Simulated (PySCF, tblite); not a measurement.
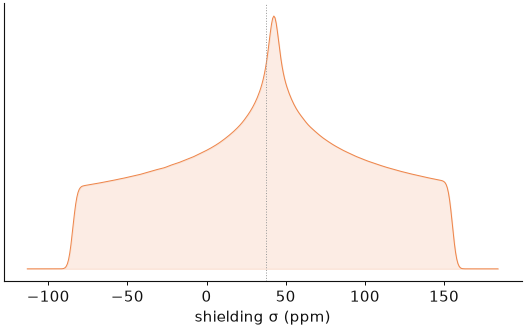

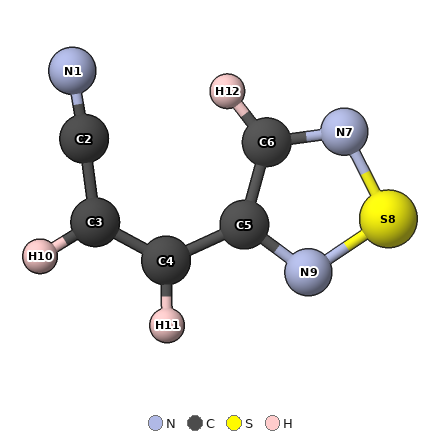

Static powder pattern (¹³C) from GIAO shielding tensors of C₅H₃N₃S, SMILES N#C/C=C\c1cnsn1, PBE0/pcSseg-1 in PySCF, at a GFN2-xTB geometry (a minimum by its frequencies); absolute shielding, one fixed geometry of the isolated molecule without any motion, no dipolar terms. The dotted line is the isotropic value; skew is 3(σiso − σ22)/span.

The pattern belongs to C4. Give the principal values, span and skew.

Answer. C4: σ11, σ22, σ33 = −84, 43, 155 ppm, isotropic 38, span 240 ppm, skew −0.06.

Note: the tight-binding geometry is rougher than a DFT one and adds to the error; one conformer of a flexible molecule.
